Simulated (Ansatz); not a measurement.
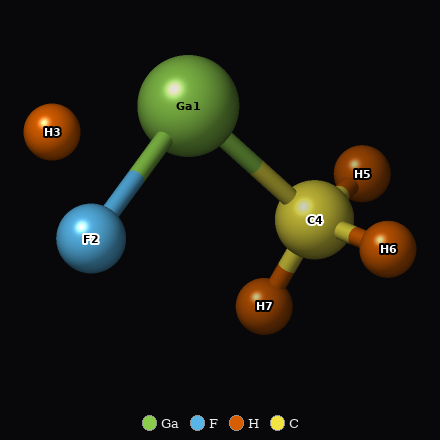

The system is the reacting system CH4FGa (fragments CH₄FGa where the first distance is long, CH₃Ga + FH where the second is long); the picture shows the reference structure. Coordinates scanned: (1) distance F2–H3 (bond that forms); (2) distance Ga1–H3 (bond that breaks). Relaxed at each point: all other coordinates. The scan uses a 13 × 13 grid. Points are written as (first, second). All energies are given in kJ/mol relative to the lowest grid point. Energies and slopes of some neighbouring points disagree (a jump in structure or state, or too coarse a mesh). The reference is spin-restricted, so regions where a bond is pulled apart into radicals lie too high. These are results of RKS PBE-D4/def2-SVP (Ansatz), not measurements.

Its coordinates:

```yaml
atoms:
  - { symbol: Ga, position_ang: [0.1075, -1.1598, 0.1239] }
  - { symbol: F, position_ang: [-1.2377, -0.9169, -1.5157] }
  - { symbol: H, position_ang: [-1.0123, -2.0733, -1.2794] }
  - { symbol: C, position_ang: [0.4884, 0.7585, 0.6160] }
  - { symbol: H, position_ang: [1.0075, 0.8693, 1.5888] }
  - { symbol: H, position_ang: [1.1202, 1.2084, -0.1804] }
  - { symbol: H, position_ang: [-0.4736, 1.3137, 0.6467] }
```

Range: distance F2–H3 (bond that forms) from 0.819 to 2.619 Å; distance Ga1–H3 (bond that breaks) from 1.377 to 3.177 Å.

Q: Predict the map.

A: The lowest grid point is at (2.619 Å, 1.569 Å). It lies at the edge of the scanned range, so the true minimum may lie outside. Other grid points that lie below all their neighbours: (1.011 Å, 2.134 Å) (149 kJ/mol higher). The highest grid point, (0.819 Å, 1.377 Å), lies 429 kJ/mol above the lowest.

```
second ↓, first →  0.819  0.900  1.011  1.137  1.275  1.422  1.576  1.737  1.903  2.075  2.252  2.433  2.619
            3.177    203    158    165    217    290    315    342    362    368    361    353    346    374
            2.991    201    155    162    213    284    348    341    352    353    351    377    361    345
            2.810    199    153    159    209    276    336    372    382    381    366    348    329    310
            2.633    199    152    156    203    266    321    353    362    353    334    312    290    270
            2.461    199    151    153    196    253    303    329    332    318    295    270    246    225
            2.295    202    152    150    188    240    282    301    297    278    251    224    199    178
            2.134    207    155    149    181    225    258    269    258    234    205    176    151    129
            1.980    219    163    151    176    211    234    236    218    189    158    129    103     83
            1.833    238    178    159    175    200    212    205    181    149    116     86     61     43
            1.695    268    202    176    182    195    196    180    151    116     82     53     29     13
            1.569    311    240    204    200    201    192    168    134     98     64     35     13      0
            1.458    369    292    248    232    222    204    173    136     98     64     37     18      7
            1.377    429    347    295    271    252    227    192    153    114     81     55     37     30
```

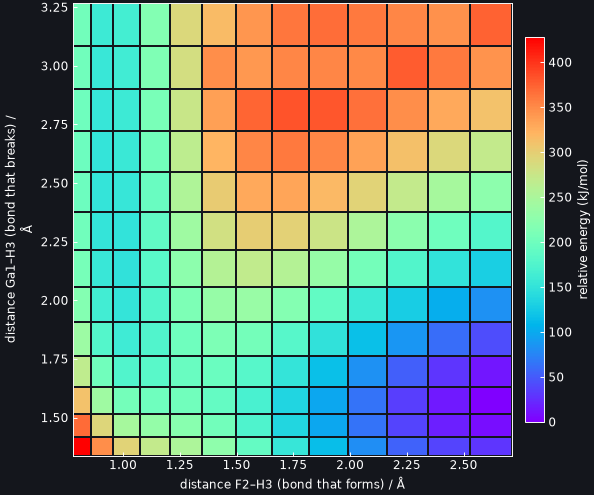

Drawn: one coloured cell a grid point.

Each point was launched as `ansatz run input.yaml --threads 1 --pin off --max-ram 2560MiB --backend cpu --events-out ev --progress --plain --runs-dir out`. Time for the 169 points that were run: 21 min on 1 thread of Arm Neoverse V1, with other jobs on the host.
